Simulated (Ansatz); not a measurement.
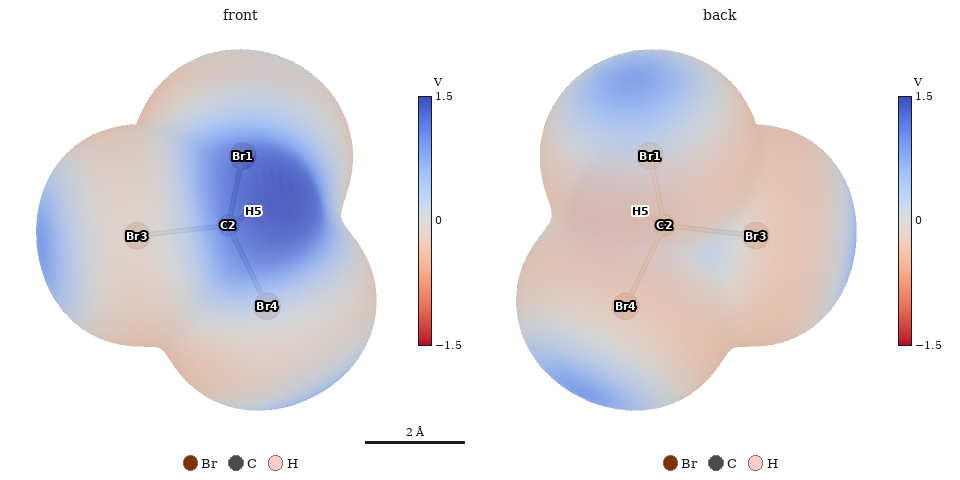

*CHBr3 (SMILES BrC(Br)Br). The molecular electrostatic potential painted on the density surface at 0.001 e/bohr³, seen from the front and from behind; red is negative and blue positive.*

Geometry: PBE0-D4/def2-TZVP.

Method: Ansatz 0.2.0, RKS PBE0-D4/def2-TZVPP.

```xyz
5

Br   -0.6785    0.3017    1.7382
C     0.0700    0.0976   -0.0206
Br    1.2084   -1.4471   -0.1361
Br   -1.2915    0.0829   -1.3776
H     0.6917    0.9649   -0.2038
```

Question: Which sites attract a positive test charge, and which a negative one?

Answer: A positive charge is drawn to the negative regions and a negative charge to the positive ones. The most negative region (about −0.3 V) lies over Br1, Br3 and Br4, the most positive (about +1.4 V) over H5. Br1 shows a σ-hole: about +0.8 V at the tip opposite its bond, against about −0.2 V on its flanks. Br3 shows a σ-hole: about +0.8 V at the tip opposite its bond, against about −0.2 V on its flanks. Br4 shows a σ-hole: about +0.8 V at the tip opposite its bond, against about −0.2 V on its flanks.
